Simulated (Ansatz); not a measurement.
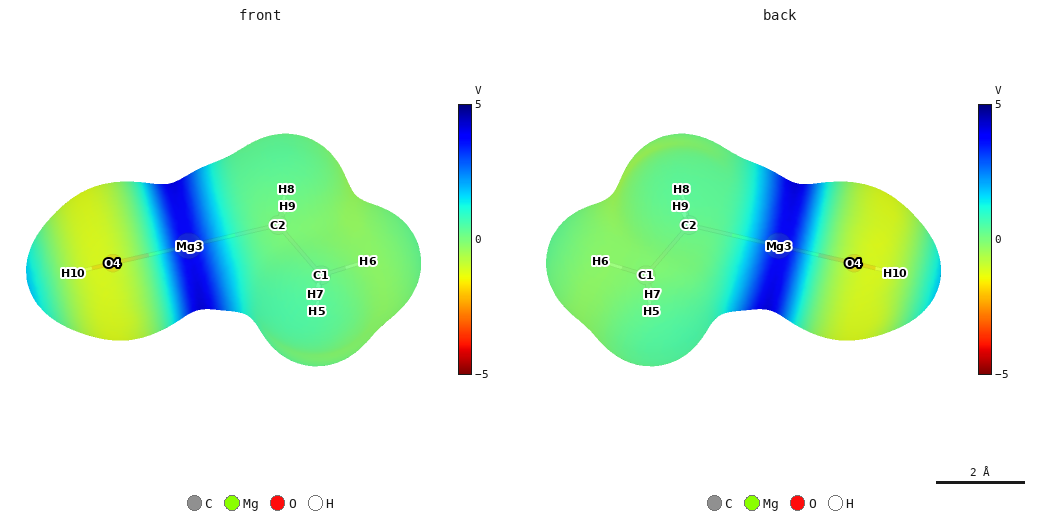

Figure 1: C$_{2}$H$_{6}$MgO (SMILES C[CH2][Mg][OH]). The electrostatic potential painted on the density surface at 0.002 e/bohr³, seen from the front and from behind; red is negative and blue positive.

Geometry: PBE0-D4/def2-TZVP.

Computed with Ansatz, RKS PBE0-D4/def2-TZVPP.

```xyz
10

C    -1.3419    0.7595    0.3687
C    -0.4142   -0.4289    0.6298
Mg    1.3237   -0.5312   -0.5282
O     2.7928   -0.6237   -1.5019
H    -1.7034    0.7800   -0.6639
H    -2.2303    0.7457    1.0118
H    -0.8430    1.7173    0.5447
H    -0.1127   -0.4372    1.6846
H    -0.9657   -1.3664    0.4865
H     3.5779   -0.6665   -2.0291
```

Where is the surface potential most negative and most positive?

The most negative region (about −1.2 V) lies over O4, the most positive (about +4.1 V) over Mg3. O4 is the likeliest acceptor of a hydrogen bond.
